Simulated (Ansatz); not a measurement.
# Li2SnCl6: complex band structure, part 2 of 3

Wanted: the relaxed cell of Li2SnCl6, its band edges and its decay constants. It is built by putting Li for K in the K2SnCl6 structure of space group Fm-3m, with the volume rescaled by atomic radii. The parent structure comes from the Materials Project.

Ansatz 0.2.0; r2SCAN DFT, plane waves, PAW files (the session's first sound run).

So far. Step 2 (Cell and atoms at rest): The largest force component on a free atom ends at 0.0057 eV/Å.

The structure was built from a prototype and need not be the compound's stable phase.

### Step 3. The bulk crystal and its band edges

The energy window and the wavevectors of the next steps follow from the band edges, so these are searched first, off the mesh as well.

input.yaml

```yaml
crystal:
  lattice:
    - [0.0, 4.8933915677, 4.8933915677]
    - [4.8933915677, 0.0, 4.8933915677]
    - [4.8933915677, 4.8933915677, 0.0]
  atoms:
    - { symbol: Li, position: [0.75, 0.75, 0.75] }
    - { symbol: Li, position: [0.25, 0.25, 0.25] }
    - { symbol: Sn, position: [0.0, 0.0, 0.0] }
    - { symbol: Cl, position: [0.7517963545, 0.7517963545, 0.2482036455] }
    - { symbol: Cl, position: [0.7517963545, 0.2482036455, 0.7517963545] }
    - { symbol: Cl, position: [0.2482036455, 0.7517963545, 0.2482036455] }
    - { symbol: Cl, position: [0.2482036455, 0.2482036455, 0.7517963545] }
    - { symbol: Cl, position: [0.2482036455, 0.7517963545, 0.7517963545] }
    - { symbol: Cl, position: [0.7517963545, 0.2482036455, 0.2482036455] }
kpoints:
  mp_grid: { grid: [4, 4, 4] }
  band_path: { path: [VBM, CBM], npoints: 30 }
scf:
  occupations: { method: fixed }
hamiltonian:
  xc: r2scan
output:
  eigenvalues: true
  write_potential: true
  write_density: true
  volumetric_format: npy
```

Run with:

```console
ansatz run input.yaml --threads 2 --pin off --max-ram 4096MiB --backend cpu --events-out ev --progress --plain --runs-dir out
```

Numbers of over 12 decimals in the logs are rounded to 6 here.

The log of the run:

```text
[...]
Crystal: 9 atoms, lattice volume = 234.347 Å³
Basis set: ecut = 500 eV, 5961 PW (Γ), exchange–correlation on 216×216×216 points (64 copies of the dense FFT grid, shifted against one another)
Bands: 40, of which v1, the nominal top of the filled ones, is band 31 counted from 1 (30 counted from 0)
Symmetry: 48 space group operations
[...]
k-points: 8 of 64
[...]
SCF iter   1: F=—  HF=-12962.055341 eV  |F-HF|=—  |Δ(HF+E_count)|=         —  Δρ=4.98e-3  dr2=3.69e-2  dr2_τ=3.49e-2  ethr=1.77e-3  ⟨swp⟩=4.2  Hψ=1255  notcnv=0  defer=52
[...]
SCF iter   7: F=-12962.107185 eV  HF=-12962.107185 eV  |F-HF|=1.13e-9  |Δ(HF+E_count)|=   9.42e-8  Δρ=2.22e-6  dr2=1.97e-8  dr2_τ=9.75e-10  ethr=1.61e-10  ⟨swp⟩=13.1  Hψ=1632  notcnv=0
SCF 1 converged in 7 iterations: F = -12962.107185 eV  dr2 = 1.97e-8
[...]
NSCF: frozen V_eff on 16 k-points
[...]
SCF converged after 7 iterations
Free energy (F): -12962.107185 eV
[...]
Internal energy: -12962.107185 eV  (E = F + TS)
E sigma→0 (E₀):  -12962.107185 eV
Fermi energy:    1.078873 eV
[...]
--- Band table (eV; the first three rows and the last of 8) ---
  k-point 0: bands = [... 27 lower, 0.4444, 1.0789, 1.0789, 1.0789, 3.9330, 5.8836, 6.6141, 8.4092, ... 5 higher]
  k-point 1: bands = [... 27 lower, 0.5078, 0.9050, 0.9050, 0.9455, 4.4476, 6.3903, 6.9961, 8.1937, ... 5 higher]
  k-point 2: bands = [... 27 lower, 0.5616, 0.7118, 0.7708, 0.7708, 4.9731, 7.3948, 7.4436, 7.8839, ... 5 higher]
  k-point 7: bands = [... 27 lower, 0.2428, 0.4145, 0.7056, 0.7056, 5.3097, 8.0116, 8.0116, 8.3469, ... 5 higher]
```

It took 24 s on 2 threads of Intel Xeon Platinum 8488C (Sapphire Rapids), shared host; peak memory 1.1 GiB; 46 s of CPU time.

The column dr2 measures how far the density is from self-consistency, as an energy; F and HF (Harris–Foulkes) agree once it is small.

Numbers from this step:

- Fermi energy: 1.079 eV
- gap on the k-mesh: 2.854 eV
- gap on path: 2.854 eV, by band count; negative where bands overlap
- direct gap on path: 2.854 eV
- edge places on path: 0, 0 1/A along the path

Levels at VBM (eV): -6.57, -3.55, -3.55, -3.55, -2.50, -2.50, -2.50, -0.85, -0.85, -0.85, -0.65, -0.65, -0.63, -0.63, -0.63, 0.00, 0.00, 0.00, 2.85, 4.80, 5.54, 7.33, 7.33, 7.33.

The searched edges give 2.85 eV, as on the mesh.

### Step 4. Complex bands, plane (001), k-mesh 6×6×6

This step: r2SCAN DFT, plane waves, PAW files; complex bands by layer matching along the plane's normal (Ansatz 0.2.0).

The same crystal is laid in a cell whose first two vectors span the (001) plane (indices of the standard conventional cell, whose axes can be ordered otherwise than in the bulk input). At fixed energy and wavevector in the plane the solver finds all kz, real and complex. A few wavevectors are listed, (0, 0) and (0.5, 0) in units of the plane's reciprocal vectors; the slowest state needn't be among them.

input.yaml

```yaml
crystal:
  lattice:
    - [6.920300721, 0.0, 0.0]
    - [0.0, 6.920300721, 0.0]
    - [3.460150361, 3.460150361, 4.893391568]
  atoms:
    - { symbol: Li, position: [0.75, 0.25, 0.5] }
    - { symbol: Li, position: [0.25, 0.75, 0.5] }
    - { symbol: Sn, position: [0.0, 0.0, 0.0] }
    - { symbol: Cl, position: [0.2482036455, 0.2482036455, 0.503592709] }
    - { symbol: Cl, position: [0.7517963545, 0.7517963545, 0.0] }
    - { symbol: Cl, position: [0.2482036455, 0.2482036455, 0.0] }
    - { symbol: Cl, position: [0.7517963545, 0.7517963545, 0.496407291] }
    - { symbol: Cl, position: [0.7517963545, 0.2482036455, 0.0] }
    - { symbol: Cl, position: [0.2482036455, 0.7517963545, 0.0] }
kpoints:
  mp_grid: { grid: [6, 6, 6] }
scf:
  occupations: { method: fixed }
hamiltonian:
  xc: r2scan
output:
  eigenvalues: true
  transmission:
    leads: [[0, 0]]
    kpoints: [[0.0, 0.0], [0.5, 0.0]]
    e_range: [-1.0, 3.85]
    de: 0.12
```

The log of the run:

```text
[...]
Crystal: 9 atoms, lattice volume = 234.347 Å³
Basis set: ecut = 500 eV, 5961 PW (Γ), exchange–correlation on 216×216×216 points (64 copies of the dense FFT grid, shifted against one another)
Bands: 40, of which v1, the nominal top of the filled ones, is band 31 counted from 1 (30 counted from 0)
Symmetry: 48 space group operations
[...]
k-points: 16 of 216
[...]
SCF iter   1: F=—  HF=-12962.055283 eV  |F-HF|=—  |Δ(HF+E_count)|=         —  Δρ=4.96e-3  dr2=3.71e-2  dr2_τ=3.49e-2  ethr=1.77e-3  ⟨swp⟩=4.7  Hψ=2482  notcnv=0  defer=102
[...]
SCF iter   7: F=-12962.107303 eV  HF=-12962.107303 eV  |F-HF|=2.66e-10  |Δ(HF+E_count)|=   7.35e-8  Δρ=2.14e-6  dr2=1.79e-8  dr2_τ=1.02e-9  ethr=1.61e-10  ⟨swp⟩=13.3  Hψ=3361  notcnv=0
SCF 1 converged in 7 iterations: F = -12962.107303 eV  dr2 = 1.79e-8
[...]
transmission: 7 of 14 steps passed
transmission: 14 of 14 steps passed
SCF converged after 7 iterations
Free energy (F): -12962.107303 eV
[...]
Internal energy: -12962.107303 eV  (E = F + TS)
E sigma→0 (E₀):  -12962.107303 eV
Fermi energy:    1.078844 eV
[...]
--- Band table (eV; the first three rows and the last of 16) ---
  k-point 0: bands = [... 27 lower, 0.4444, 1.0788, 1.0788, 1.0788, 3.9330, 5.8836, 6.6141, 8.4092, ... 5 higher]
  k-point 1: bands = [... 27 lower, 0.4204, 0.8932, 0.8932, 1.0759, 4.2810, 6.1934, 6.8486, 8.5772, ... 5 higher]
  k-point 2: bands = [... 27 lower, 0.4132, 0.4324, 0.4324, 1.0700, 4.9525, 6.9316, 7.4993, 8.6603, ... 5 higher]
  k-point 15: bands = [... 27 lower, 0.3663, 0.4488, 0.7128, 0.7271, 5.2249, 7.7600, 7.7835, 8.5093, ... 5 higher]
--- Transmission ---
  basis      : 497 plane waves across, 7 finite elements along
  points     : 2, as listed
  energies   : 41 from -1.000000 to 3.800000 eV about the Fermi level, 0.120000 eV apart; the leads are filled to 1.427058 eV, and channels, transmission and decay are at 1.400000 eV
  crystal 0  : Cl6Sn1Li2, at the sites [0, 0], period 4.8934 Å: whole cells are its period
    offset         : up to 0.0000 Å between an atom of the period and one for which it stands
    channels       : 0.000000e0 a spin
    conductance    : none, the energies end too early or step too widely for 300 K: set another output.transmission.e_range or a lower de, or, where they end at an eighth of basis.ecutwfc, a higher one
    slowest decay  : 0.3156 /Å at (0.0000, 0.0000)
```

Wall time 2.5 min (2 threads); peak memory 2.8 GiB; 4.9 min of CPU time.

Numbers from this step:

```yaml
free_energy: -12962.1073 eV
level_to_which_the_leads_are_filled: 1.427 eV from the Fermi level
decay_constant_at_the_filling_level_zone_centre: 0.3156 Å⁻¹
decay_constant_at_the_filling_level_slowest_listed_point: 0.3156 Å⁻¹
```

K parallel (0, 0); values up to 1.5 1/Å, a degenerate pair printed once or twice; energies at which all values exceed this have no row. The Im kz of the slowest decaying states by energy, zero at the highest filled level on the SCF mesh:

```csv
energy (eV),decay 1 (Å⁻¹),decay 2 (Å⁻¹),decay 3 (Å⁻¹),decay 4 (Å⁻¹)
-1.000,0.716,0.733,0.822,0.943
-0.520,0.115,0.236,0.403,0.653
-0.040,0.254,0.428,0.499,0.533
0.440,0.307,0.317,0.519,0.595
1.040,0.330,0.386,0.443,0.591
1.520,0.309,0.433,0.508,0.565
2.000,0.271,0.467,0.524,0.552
2.480,0.195,0.485,0.581,0.662
2.960,0.457,0.482,0.598,0.647
3.440,0.396,0.495,0.593,0.605
```

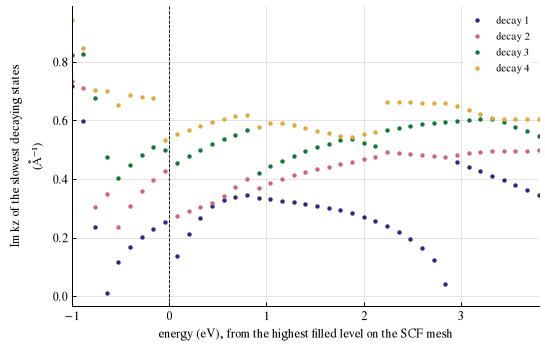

Im kz of the slowest decaying states against energy.

K parallel (0.5, 0); values up to 1.5 1/Å, a degenerate pair printed once or twice; energies at which all values exceed this have no row. Im kz of the slowest decaying states against energy, zero at the highest filled level on the SCF mesh:

```csv
energy (eV),decay 1 (Å⁻¹),decay 2 (Å⁻¹),decay 3 (Å⁻¹),decay 4 (Å⁻¹)
-1.000,0.0536,0.0672,0.608,0.782
-0.520,0.0526,0.321,0.593,0.839
-0.040,0.245,0.296,0.473,0.838
0.440,0.357,0.404,0.586,0.830
1.040,0.429,0.479,0.646,0.674
1.520,0.467,0.508,0.699,0.730
2.000,0.506,0.687,0.727,0.836
2.480,0.512,0.642,0.748,0.812
2.960,0.506,0.589,0.767,0.781
3.440,0.486,0.515,0.744,0.787
```

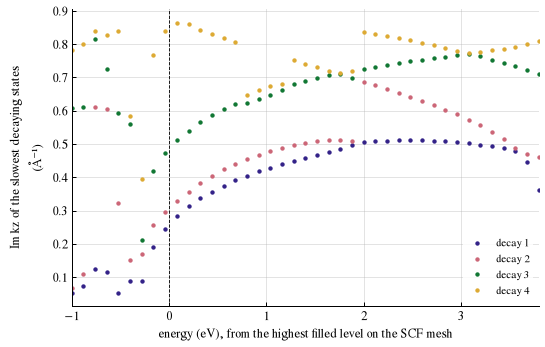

Im kz of the slowest decaying states, plotted against energy.

At the listed wavevectors the last open channel is at -0.04 eV and the next at +2.96 eV on the grid. At +1.40 eV, the grid energy nearest the filling level (the middle of the gap on the SCF mesh), the slowest state at the listed wavevectors decays with κ = 0.316 Å⁻¹, its amplitude falling by e over 3.2 Å. Through 1 nm of this crystal that state's transmission falls by exp(−2 × 0.316 Å⁻¹ × 10 Å) = 0.0018.

### Step 5. Decay over the two-dimensional zone

The listed points could miss the slowest state, so one energy near mid-gap is solved on a mesh of 8×8.

Edit input.yaml of step 4 so:

```diff
@@ -23,6 +23,2 @@
   eigenvalues: true
-  transmission:
-    leads: [[0, 0]]
-    kpoints: [[0.0, 0.0], [0.5, 0.0]]
-    e_range: [-1.0, 3.85]
-    de: 0.12
+  transmission: { leads: [[0, 0]], kmesh: [8, 8], e_range: [1.43, 1.44], de: 0.05 }
```

The log of the run:

```text
[...]
Crystal: 9 atoms, lattice volume = 234.347 Å³
Basis set: ecut = 500 eV, 5961 PW (Γ), exchange–correlation on 216×216×216 points (64 copies of the dense FFT grid, shifted against one another)
Bands: 40, of which v1, the nominal top of the filled ones, is band 31 counted from 1 (30 counted from 0)
Symmetry: 48 space group operations
[...]
k-points: 16 of 216
[...]
SCF iter   1: F=—  HF=-12962.055283 eV  |F-HF|=—  |Δ(HF+E_count)|=         —  Δρ=4.96e-3  dr2=3.71e-2  dr2_τ=3.49e-2  ethr=1.77e-3  ⟨swp⟩=4.7  Hψ=2482  notcnv=0  defer=102
[...]
SCF iter   7: F=-12962.107303 eV  HF=-12962.107303 eV  |F-HF|=2.66e-10  |Δ(HF+E_count)|=   7.35e-8  Δρ=2.14e-6  dr2=1.79e-8  dr2_τ=1.02e-9  ethr=1.61e-10  ⟨swp⟩=13.3  Hψ=3361  notcnv=0
SCF 1 converged in 7 iterations: F = -12962.107303 eV  dr2 = 1.79e-8
[...]
transmission: 28 of 105 steps passed
transmission: 56 of 105 steps passed
transmission: 84 of 105 steps passed
transmission: 105 of 105 steps passed
SCF converged after 7 iterations
Free energy (F): -12962.107303 eV
[...]
Internal energy: -12962.107303 eV  (E = F + TS)
E sigma→0 (E₀):  -12962.107303 eV
Fermi energy:    1.078844 eV
[...]
--- Band table (eV; the first three rows and the last of 16) ---
  k-point 0: bands = [... 27 lower, 0.4444, 1.0788, 1.0788, 1.0788, 3.9330, 5.8836, 6.6141, 8.4092, ... 5 higher]
  k-point 1: bands = [... 27 lower, 0.4204, 0.8932, 0.8932, 1.0759, 4.2810, 6.1934, 6.8486, 8.5772, ... 5 higher]
  k-point 2: bands = [... 27 lower, 0.4132, 0.4324, 0.4324, 1.0700, 4.9525, 6.9316, 7.4993, 8.6603, ... 5 higher]
  k-point 15: bands = [... 27 lower, 0.3663, 0.4488, 0.7128, 0.7271, 5.2249, 7.7600, 7.7835, 8.5093, ... 5 higher]
--- Transmission ---
  basis      : 497 plane waves across, 7 finite elements along
  points     : 15, standing for a mesh of 8 x 8
  energies   : 1 from 1.430000 to 1.430000 eV about the Fermi level; the leads are filled to 1.427058 eV, and channels, transmission and decay are at 1.430000 eV
  crystal 0  : Cl6Sn1Li2, at the sites [0, 0], period 4.8934 Å: whole cells are its period
[...]
channels       : 0.000000e0 a spin
    conductance    : none, crystal 0 has no channel at the energies, or these end too early or step too widely for 300 K: set another output.transmission.e_range or a lower de, or, where they end at an eighth of basis.ecutwfc, a higher one
    slowest decay  : 0.3141 /Å at (0.0000, 0.0000)
```

Wall time 2.5 min (2 threads); peak memory 2.8 GiB; 4.9 min of CPU time.

This step gave:

```yaml
least_decay_constant_on_the_mesh: 0.3141 Å⁻¹
```

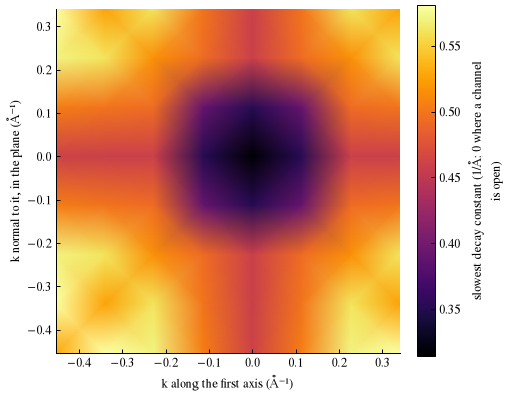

Slowest decay constant (1/Å; 0 where a channel is open) over k1 and k2. At 1.4300 eV from the Fermi level.

The least value on the mesh is 0.314 Å⁻¹ at +1.43 eV. At that energy the listed points give about 0.314 Å⁻¹ by interpolation, so the mesh holds no clearly slower state.

### Step 6. Complex bands, plane (111), k-mesh 4×4×4

The same for the (111) plane, at (0, 0) and (0.5, 0), to see how the decay depends on direction.

input.yaml

```yaml
crystal:
  lattice:
    - [6.920300721, 0.0, 0.0]
    - [3.460150361, 5.993156226, 0.0]
    - [3.460150361, 1.997718742, 5.650401878]
  atoms:
    - { symbol: Li, position: [0.25, 0.25, 0.25] }
    - { symbol: Li, position: [0.75, 0.75, 0.75] }
    - { symbol: Sn, position: [0.0, 0.0, 0.0] }
    - { symbol: Cl, position: [0.2482036455, 0.7517963545, 0.7517963545] }
    - { symbol: Cl, position: [0.7517963545, 0.2482036455, 0.7517963545] }
    - { symbol: Cl, position: [0.2482036455, 0.7517963545, 0.2482036455] }
    - { symbol: Cl, position: [0.7517963545, 0.2482036455, 0.2482036455] }
    - { symbol: Cl, position: [0.2482036455, 0.2482036455, 0.7517963545] }
    - { symbol: Cl, position: [0.7517963545, 0.7517963545, 0.2482036455] }
kpoints:
  mp_grid: { grid: [4, 4, 4] }
scf:
  occupations: { method: fixed }
hamiltonian:
  xc: r2scan
output:
  eigenvalues: true
  transmission:
    leads: [[0, 0]]
    kpoints: [[0.0, 0.0], [0.5, 0.0]]
    e_range: [-1.0, 3.85]
    de: 0.1
```

The log of the run:

```text
[...]
Crystal: 9 atoms, lattice volume = 234.347 Å³
Basis set: ecut = 500 eV, 5961 PW (Γ), exchange–correlation on 216×216×216 points (64 copies of the dense FFT grid, shifted against one another)
Bands: 40, of which v1, the nominal top of the filled ones, is band 31 counted from 1 (30 counted from 0)
Symmetry: 48 space group operations
[...]
k-points: 8 of 64
[...]
SCF iter   1: F=—  HF=-12962.055389 eV  |F-HF|=—  |Δ(HF+E_count)|=         —  Δρ=4.98e-3  dr2=3.70e-2  dr2_τ=3.49e-2  ethr=1.77e-3  ⟨swp⟩=4.2  Hψ=1255  notcnv=0  defer=52
[...]
SCF iter   7: F=-12962.107185 eV  HF=-12962.107185 eV  |F-HF|=1.09e-9  |Δ(HF+E_count)|=   9.43e-8  Δρ=2.22e-6  dr2=1.98e-8  dr2_τ=9.70e-10  ethr=1.61e-10  ⟨swp⟩=13.2  Hψ=1615  notcnv=0
SCF 1 converged in 7 iterations: F = -12962.107185 eV  dr2 = 1.98e-8
[...]
transmission: 8 of 16 steps passed
transmission: 16 of 16 steps passed
SCF converged after 7 iterations
Free energy (F): -12962.107185 eV
[...]
Internal energy: -12962.107185 eV  (E = F + TS)
E sigma→0 (E₀):  -12962.107185 eV
Fermi energy:    1.078872 eV
[...]
--- Band table (eV; the first three rows and the last of 8) ---
  k-point 0: bands = [... 27 lower, 0.4444, 1.0789, 1.0789, 1.0789, 3.9330, 5.8836, 6.6141, 8.4092, ... 5 higher]
  k-point 1: bands = [... 27 lower, 0.5078, 0.9050, 0.9050, 0.9455, 4.4476, 6.3903, 6.9961, 8.1937, ... 5 higher]
  k-point 2: bands = [... 27 lower, 0.5616, 0.7118, 0.7708, 0.7708, 4.9731, 7.3948, 7.4436, 7.8839, ... 5 higher]
  k-point 7: bands = [... 27 lower, 0.2428, 0.4145, 0.7056, 0.7056, 5.3097, 8.0116, 8.0116, 8.3469, ... 5 higher]
--- Transmission ---
  basis      : 433 plane waves across, 8 finite elements along
  points     : 2, as listed
[...]
crystal 0  : Li2Cl6Sn1, at the sites [0, 0], period 5.6504 Å: whole cells are its period
[...]
channels       : 0.000000e0 a spin
[...]
slowest decay  : 0.2927 /Å at (0.0000, 0.0000)
```

Run time: 1.8 min. Hardware: 2 threads; peak memory 2.2 GiB; 3.6 min of CPU time.

Numbers from this step:

```yaml
free_energy: -12962.1072 eV
decay_constant_at_the_filling_level_zone_centre: 0.2927 Å⁻¹
decay_constant_at_the_filling_level_slowest_listed_point: 0.2927 Å⁻¹
```

K parallel (0, 0); values up to 1.5 1/Å, a degenerate pair printed once or twice; energies at which all values exceed this have no row. The Im kz of the slowest decaying states by energy, zero at the highest filled level on the SCF mesh:

| energy (eV) | decay 1 (Å⁻¹) | decay 2 (Å⁻¹) | decay 3 (Å⁻¹) | decay 4 (Å⁻¹) |
| --- | --- | --- | --- | --- |
| -1.000 | 0.319 | 0.634 | 0.684 | 0.911 |
| -0.500 | 0.0605 | 0.106 | 0.120 | 0.239 |
| 0.000 | 0.006 | 0.00709 | 0.234 | 0.404 |
| 0.500 | 0.279 | 0.300 | 0.459 | 0.477 |
| 1.000 | 0.295 | 0.372 | 0.528 | 0.592 |
| 1.500 | 0.290 | 0.414 | 0.565 | 0.591 |
| 2.000 | 0.260 | 0.440 | 0.551 | 0.591 |
| 2.500 | 0.187 | 0.455 | 0.504 | 0.608 |
| 3.000 | 0.452 | 0.462 | 0.620 | 0.643 |
| 3.500 | 0.391 | 0.461 | 0.583 | 0.626 |

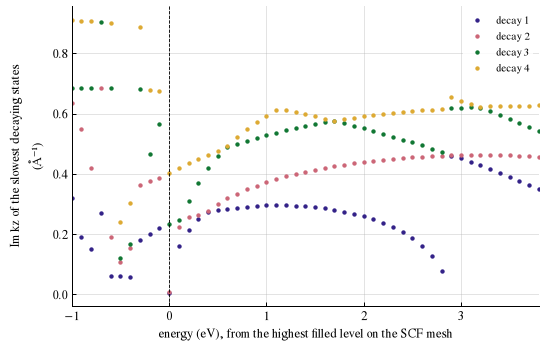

Im kz of the slowest decaying states against energy.

K parallel (0.5, 0); values up to 1.5 1/Å, a degenerate pair printed once or twice; energies at which all values exceed this have no row. Im kz of the slowest decaying states against energy, zero at the highest filled level on the SCF mesh:

| energy (eV) | decay 1 (Å⁻¹) | decay 2 (Å⁻¹) | decay 3 (Å⁻¹) | decay 4 (Å⁻¹) |
| --- | --- | --- | --- | --- |
| -1.000 | 0.0342 | 0.0687 | 0.621 | 0.706 |
| -0.500 | 0.0575 | 0.0728 | 0.112 | 0.213 |
| 0.000 | 0.0680 | 0.212 | 0.283 | 0.304 |
| 0.500 | 0.316 | 0.357 | 0.361 | 0.442 |
| 1.000 | 0.378 | 0.398 | 0.442 | 0.494 |
| 1.500 | 0.417 | 0.491 | 0.526 | 0.574 |
| 2.000 | 0.431 | 0.523 | 0.546 | 0.61 |
| 2.500 | 0.432 | 0.543 | 0.558 | 0.635 |
| 3.000 | 0.416 | 0.555 | 0.561 | 0.653 |
| 3.500 | 0.335 | 0.405 | 0.557 | 0.560 |

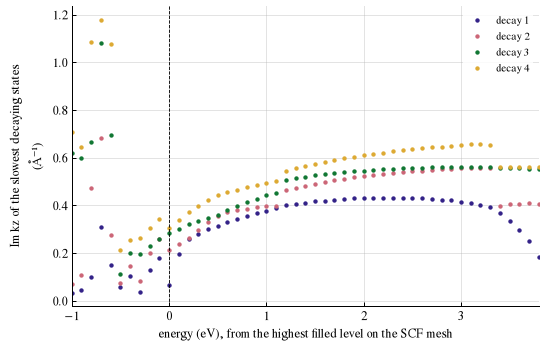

Im kz of the slowest decaying states, plotted against energy.

At the listed wavevectors the last open channel is at -0.10 eV and the next at +2.90 eV on the grid. At +1.40 eV, the grid energy nearest the filling level (the middle of the gap on the SCF mesh), the slowest state at the listed wavevectors decays with κ = 0.293 Å⁻¹, its amplitude falling by e over 3.4 Å; the first such run, plane (001), gave 0.316 Å⁻¹.

(Part 2 of 3 ends here.)

[Logs are printed without paths, hosts, clocks, repeated set-up lines and the standing remarks that a program may print on its own settings, such as how far it seeks lower states.]

[Hosts, paths, dates, database ids (printed as entryN), source tags and the programs' standing remarks are cut or masked in the printed files.]
